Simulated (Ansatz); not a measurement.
**C$_{3}$H$_{9}$NSn (SMILES C[CH](C)[Sn][NH2]): density, localisation and related maps**

| atom | x (Å) | y (Å) | z (Å) |
| --- | --- | --- | --- |
| C | -0.6947 | 0.0211 | 1.3542 |
| C | 0.1086 | -0.8351 | 0.3865 |
| C | 1.4936 | -0.2564 | 0.1369 |
| Sn | -0.9880 | -1.1434 | -1.5198 |
| N | -1.0033 | 0.8180 | -1.9789 |
| H | -0.8707 | 1.0257 | 0.9564 |
| H | -1.6749 | -0.4109 | 1.5802 |
| H | -0.1694 | 0.1434 | 2.3106 |
| H | 0.2201 | -1.8379 | 0.8153 |
| H | 2.0526 | -0.1385 | 1.0746 |
| H | 2.0993 | -0.8895 | -0.5195 |
| H | 1.4413 | 0.7325 | -0.3297 |
| H | -1.4238 | 1.1848 | -2.8180 |
| H | -0.6035 | 1.5570 | -1.4200 |

Geometry: PBE0-D4/def2-TZVP; core potentials replace the inner electrons of Sn.

Level of theory: Ansatz 0.2.0, RKS PBE0-D4/def2-TZVPP.

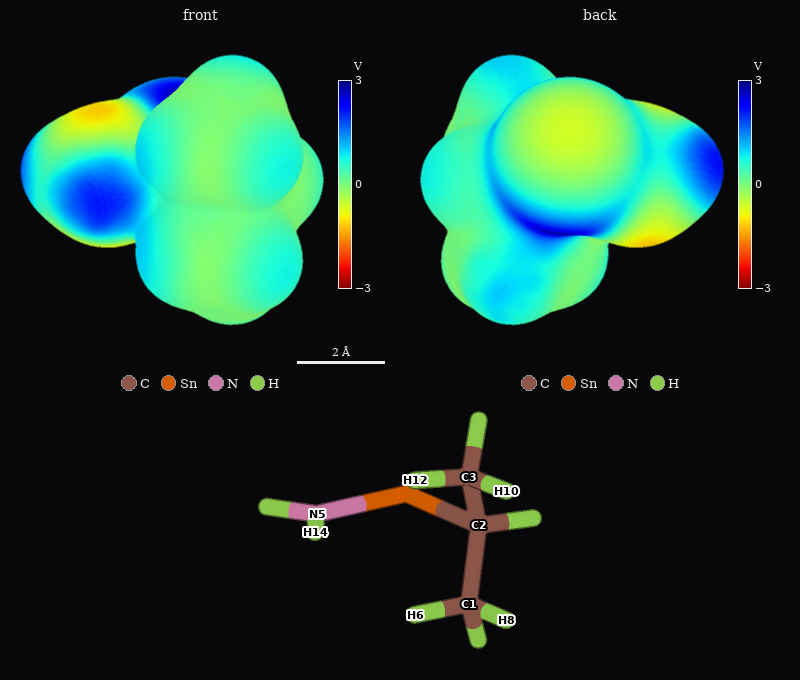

Figure 1. The molecular electrostatic potential painted on the density surface at 0.004 e/bohr³, seen from the front and from behind; red is negative and blue positive. The bare structure is drawn below in the same view.

**Where is the surface potential most negative and most positive?**

The most negative region (about −1.1 V) lies over N5, the most positive (about +2.7 V) over Sn4. N5 is the likeliest acceptor of a hydrogen bond.

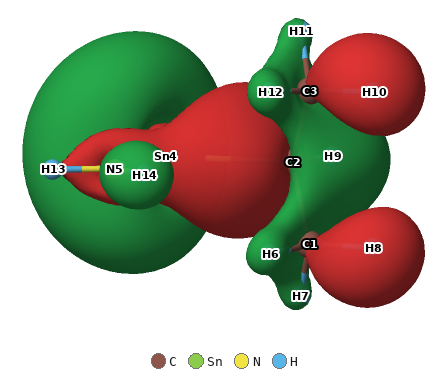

Figure 2. One frontier orbital at ±0.06 Å⁻³ᐟ² (green and red are the two phases), seen across its widest extent.

**Which orbital is it: HOMO or LUMO?**

The HOMO, at −5.79 eV. By Hirshfeld shares it lies mainly on Sn4 (about 55 %) and C2 (about 25 %).

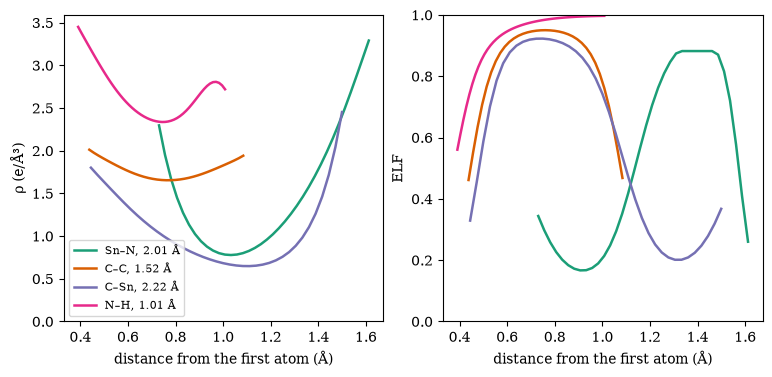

Figure 3. Electron density and ELF along straight lines between neighbouring atoms. The curves leave out the atomic cores.

**What can be read from the curves?**

Sn–N (2.01 Å): ρ at the midpoint is about 0.78 e/Å³; the ELF peaks at about 0.90 in the valence shell of N, 0.7 Å from its nucleus, and drops to about 0.15 between the two atoms.
C–C (1.52 Å): ρ is about 1.7 e/Å³ halfway; the ELF peaks at about 0.95 between the atoms, as expected for a covalent bond.
C–Sn (2.22 Å): ρ is about 0.65 e/Å³ halfway; the ELF peaks at about 0.90 in the valence shell of C, 0.7 Å from its nucleus, and drops to about 0.20 between the two atoms.
N–H (1.01 Å): ρ is about 2.9 e/Å³ halfway; the ELF climbs to about 1 towards the hydrogen, as it does in any bond to H: a covalent bond by its length.
